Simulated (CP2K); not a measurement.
**CH5BClN (SMILES CNBCl) at GFN1-xTB**

Aim: the energy change on altering one bond length of CH5BClN at GFN1-xTB, from 2 runs. 

Program for the calculation: CP2K 2026.2.

2 further runs of the same task are left out: 1 that didn't finish, 1 set aside as unsound or not needed.

## 1. The structure to begin with

CH5BClN has 9 atoms, charge 0, and is taken as a singlet. As SMILES, `CNBCl`. The coordinates come from a PBE0-D4/def2-TZVP relaxation. This is one conformer, not always the lowest.

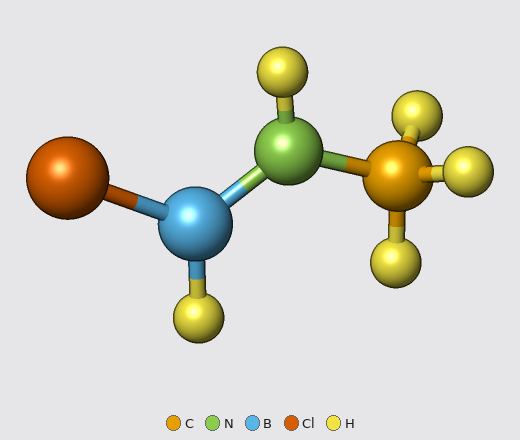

The structure, seen from a chosen angle (carbon amber, nitrogen green, boron blue, chlorine orange, hydrogen yellow).

## 2. A single-point energy at GFN1-xTB

calc.inp

```
&GLOBAL
    PROJECT_NAME calc
    RUN_TYPE ENERGY
    PRINT_LEVEL MEDIUM
&END GLOBAL
&FORCE_EVAL
    METHOD QS
    &DFT
        &QS
            METHOD XTB
            EPS_DEFAULT 1.0E-10
            &XTB
                GFN_TYPE 1
                CHECK_ATOMIC_CHARGES F
            &END XTB
        &END QS
        &POISSON
            PERIODIC NONE
            POISSON_SOLVER ANALYTIC
        &END POISSON
        &SCF
            SCF_GUESS ATOMIC
            EPS_SCF 1.0E-06
            MAX_SCF 100
            ADDED_MOS 2
            &DIAGONALIZATION
                ALGORITHM STANDARD
            &END DIAGONALIZATION
            &MIXING
                METHOD BROYDEN_MIXING
                ALPHA 0.2
                NBUFFER 8
            &END MIXING
            &SMEAR ON
                METHOD FERMI_DIRAC
                ELECTRONIC_TEMPERATURE [K] 300
            &END SMEAR
        &END SCF
        &PRINT
            &MOMENTS
                PERIODIC F
                REFERENCE COM
                MAX_MOMENT 1
            &END MOMENTS
            &MO ON
                ENERGIES T
                OCCUPATION_NUMBERS T
                NDIGITS 6
                &EACH
                    QS_SCF 0
                &END EACH
                ADD_LAST NUMERIC
            &END MO
            &HIRSHFELD OFF
            &END HIRSHFELD
        &END PRINT
    &END DFT
    &SUBSYS
        &CELL
            ABC 18.8 18.7 19.9
            PERIODIC NONE
        &END CELL
        &COORD
            C      0.510100     0.482100    -0.973400
            N     -0.407900    -0.226000    -0.111700
            B     -0.261100    -0.415200     1.248200
            Cl    -1.495300    -1.314500     2.144800
            H      0.907000    -0.170400    -1.756500
            H      0.027900     1.338900    -1.452800
            H      1.346700     0.849900    -0.380000
            H     -1.220500    -0.605500    -0.573900
            H      0.681600     0.014200     1.838200
        &END COORD
        &TOPOLOGY
            &CENTER_COORDINATES
            &END CENTER_COORDINATES
        &END TOPOLOGY
    &END SUBSYS
&END FORCE_EVAL
```

Run with:

```bash
$ OMP_NUM_THREADS=1 cp2k.psmp calc.inp > calc.out
```

The program printed:

```text
CP2K| version string:                                       CP2K version 2026.2
[...]
 GLOBAL| Method name                                                        CP2K
[...]
 GLOBAL| Run type                                                         ENERGY
[...]
                             - Atoms:                                          9
[...]
                             - Spherical basis functions:                     31
[...]
 Number of electrons:                                                         24
[...]
     1 NoMix/Diag. 0.20E+00    0.0     0.50322116       -13.6822556167 -1.37E+01
[...]
    22 Broy./Diag. 0.20E+00    0.0     0.00000048       -13.7165681971 -1.44E-07
  *** SCF run converged in    22 steps ***
[...]
  Fermi energy:                                                -0.24889036558160
[...]
 TB_DIPOLE| Moment [Debye]          1.06168957       1.12400544      -2.50647825
 TB_DIPOLE| Derivative [a.u.]       0.00000000       0.00000000       0.00000000
[...]
 ENERGY| Total FORCE_EVAL ( QS ) energy [hartree]            -13.716568197147168
[...]
```

Run time: 1.1 s. Hardware: 1 thread of Intel Xeon Platinum 8259CL at 2.50GHz (Skylake/Cascade Lake), shared host; peak memory 0.2 GiB.

## 3. The distorted shape, same level

calc.inp

```
&FORCE_EVAL
 METHOD QUICKSTEP
 &DFT
  &QS
   METHOD XTB
   EPS_DEFAULT 1.0E-10
   &XTB
    GFN_TYPE 1
    CHECK_ATOMIC_CHARGES F
   &END XTB
  &END QS
  # isolated system
  &POISSON
   PERIODIC NONE
   POISSON_SOLVER ANALYTIC
  &END POISSON
  # SCF settings
  &SCF
   SCF_GUESS ATOMIC
   EPS_SCF 1.0E-06
   MAX_SCF 100
   ADDED_MOS 2
   &DIAGONALIZATION
    ALGORITHM STANDARD
   &END DIAGONALIZATION
   &MIXING
    METHOD BROYDEN_MIXING
    ALPHA 0.2
    NBUFFER 8
   &END MIXING
   &SMEAR ON
    METHOD FERMI_DIRAC
    ELECTRONIC_TEMPERATURE [K] 300
   &END SMEAR
  &END SCF
  # extra output
  &PRINT
   &MOMENTS
    PERIODIC F
    REFERENCE COM
    MAX_MOMENT 1
   &END MOMENTS
   &MO ON
    ENERGIES T
    OCCUPATION_NUMBERS T
    NDIGITS 6
    &EACH
     QS_SCF 0
    &END EACH
    ADD_LAST NUMERIC
   &END MO
   &HIRSHFELD OFF
   &END HIRSHFELD
  &END PRINT
 &END DFT
 # structure
 &SUBSYS
  # box in angstrom
  &CELL
   ABC 18.8 18.7 20.1
   PERIODIC NONE
  &END CELL
  &COORD
   C      0.488085     0.510473    -1.177338
   N     -0.429915    -0.197627    -0.315638
   B     -0.261100    -0.415200     1.248200
   Cl    -1.495300    -1.314500     2.144800
   H      0.884985    -0.142027    -1.960438
   H      0.005885     1.367273    -1.656738
   H      1.324685     0.878273    -0.583938
   H     -1.242515    -0.577127    -0.777838
   H      0.681600     0.014200     1.838200
  &END COORD
  &TOPOLOGY
   &CENTER_COORDINATES
   &END CENTER_COORDINATES
  &END TOPOLOGY
 &END SUBSYS
&END FORCE_EVAL

&GLOBAL
 PROJECT_NAME calc
 RUN_TYPE ENERGY
 PRINT_LEVEL MEDIUM
&END GLOBAL
```

Run with:

```bash
$ OMP_NUM_THREADS=1 cp2k.psmp calc.inp > calc.out
```

The program printed:

```text
CP2K| version string:                                       CP2K version 2026.2
[...]
 GLOBAL| Method name                                                        CP2K
[...]
 GLOBAL| Run type                                                         ENERGY
[...]
                             - Atoms:                                          9
[...]
                             - Spherical basis functions:                     31
[...]
 Number of electrons:                                                         24
[...]
     1 NoMix/Diag. 0.20E+00    0.0     1.00966550       -13.6361381488 -1.36E+01
[...]
    33 Broy./Diag. 0.20E+00    0.0     0.00000038       -13.6957491409  3.15E-07
  *** SCF run converged in    33 steps ***
[...]
  Fermi energy:                                                -0.28061053653101
[...]
 TB_DIPOLE| Moment [Debye]          0.85948050       0.83830168      -1.67426188
 TB_DIPOLE| Derivative [a.u.]       0.00000000       0.00000000       0.00000000
[...]
 ENERGY| Total FORCE_EVAL ( QS ) energy [hartree]            -13.695749140862635
[...]
```

Run time: 1.3 s. Hardware: 1 thread of Intel Xeon Platinum 8259CL at 2.50GHz (Skylake/Cascade Lake), shared host; peak memory 0.19 GiB.

## 4. Results

At GFN1-xTB:

```
                                                         quantity         value
                                        first shape: total energy  -13.71657 Eh
           first shape: dipole moment (from atomic charges alone)        2.94 D
                                         first shape: HOMO energy     -11.71 eV
                                         first shape: LUMO energy      -5.88 eV
                                       first shape: HOMO–LUMO gap       5.83 eV
                                   first shape: dispersion energy  -6.55 kJ/mol
                                    distorted shape: total energy  -13.69575 Eh
       distorted shape: dipole moment (from atomic charges alone)        2.06 D
                                     distorted shape: HOMO energy     -11.08 eV
                                     distorted shape: LUMO energy      -6.74 eV
                                   distorted shape: HOMO–LUMO gap       4.34 eV
                               distorted shape: dispersion energy  -6.40 kJ/mol
energy change with the N2–B3 bond stretched from 1.381 to 1.588 Å      0.567 eV
```

With the N2–B3 bond stretched from 1.381 to 1.588 Å the energy rises by 0.57 eV (13.1 kcal/mol). The first shape isn't relaxed at this level, so the change isn't measured from a minimum. The dipole (first shape) comes from point charges on the atoms alone, without atomic dipoles, so it is partial. The dipole (distorted shape) comes from point charges on the atoms alone, without atomic dipoles, so it is partial.
